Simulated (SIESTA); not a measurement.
## Convergence study of the SCF threshold for InSb (R3m, 2 atoms in the cell)

```
InSb
1.0
    0.00000     3.23028     3.23028
    3.23028     0.00000     3.23028
    3.23028     3.23028     0.00000
In Sb
1 1
Direct
  0.00447   0.00447   0.00447
  0.25000   0.25000   0.25000
```

Level of theory: LDA PW92, numerical atomic orbitals DZP, PseudoDojo LDA standard norm-conserving potentials (rewritten from UPF to PSML) run with SIESTA.

Base settings: XC.functional = LDA; XC.authors = PW92; potentials = PseudoDojo LDA standard; PAO.BasisSize = DZP; PAO.EnergyShift = 0.01 Ry; MeshCutoff = 350 Ry; kgrid.MonkhorstPack = 7 7 7; OccupationFunction = FD; ElectronicTemperature = 10 meV; MaxSCFIterations = 150.

In this ladder: SCF.DM.Tolerance = default; SCF.DM.Converge = false; SCF.H.Converge = false; SCF.FreeE.Converge = true.

The mesh stays at the base's, so the ladder's end is converged at best in this setting alone.

Only quantities that move along the ladder and can be compared are tabulated.

The starting cell has typed, rounded lattice constants, without a prior relaxation at this level. Its lattice was rescaled by up to half a per cent. One atom was moved a little off its site on purpose. Values carry the incompleteness of an atom-centred basis. The run gives no clean gap (levels at the Fermi energy touch, overlap or are partly filled at this smearing), which alone does not show that the compound is a metal.

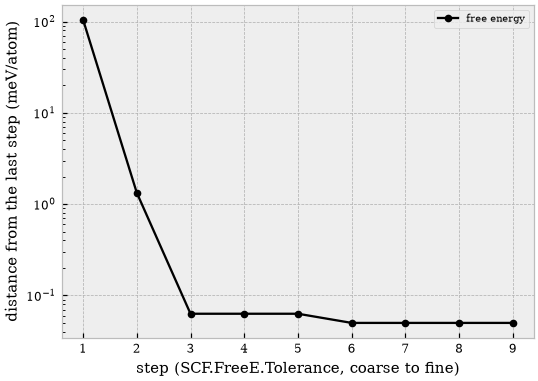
Fig. 1. Distance from the last step along the ladder; very small values are drawn at a floor.

| SCF.FreeE.Tolerance | free energy less the last step's (meV/atom) | pressure (GPa) | largest difference of a force vector from the last step's (eV/Å) |
|---|---|---|---|
| 1.0E-01 eV | 104.99 | -0.95 | 0.031 |
| 1.0E-02 eV | 1.33 | -0.09 | 0.005 |
| 1.0E-03 eV | 0.06 | -0.24 | 0.001 |
| 1.0E-04 eV | 0.06 | -0.24 | 0.001 |
| 1.0E-05 eV | 0.06 | -0.24 | 0.001 |
| 1.0E-06 eV | 0.00 | -0.21 | 0.000 |
| 1.0E-07 eV | 0.00 | -0.21 | 0.000 |
| 1.0E-08 eV | 0.00 | -0.21 | 0.000 |
| 1.0E-10 eV | 0.00 | -0.21 | 0.000 |
| 1.0E-12 eV | 0.00 | -0.21 | 0.000 |

Coarsest SCF.FreeE.Tolerance that holds the free energy within 1 meV/atom of the last step, with all finer ones: 1.0E-03 eV; the step before is off by 1.3 meV/atom.

Coarsest SCF.FreeE.Tolerance that holds the pressure within 0.05 GPa of the last step, with all finer ones: 1.0E-03 eV; the step before is off by 0.12 GPa.

Coarsest SCF.FreeE.Tolerance that holds the forces within 0.02 eV/Å of the last step, with all finer ones: 1.0E-02 eV; the step before is off by 0.031 eV/Å.
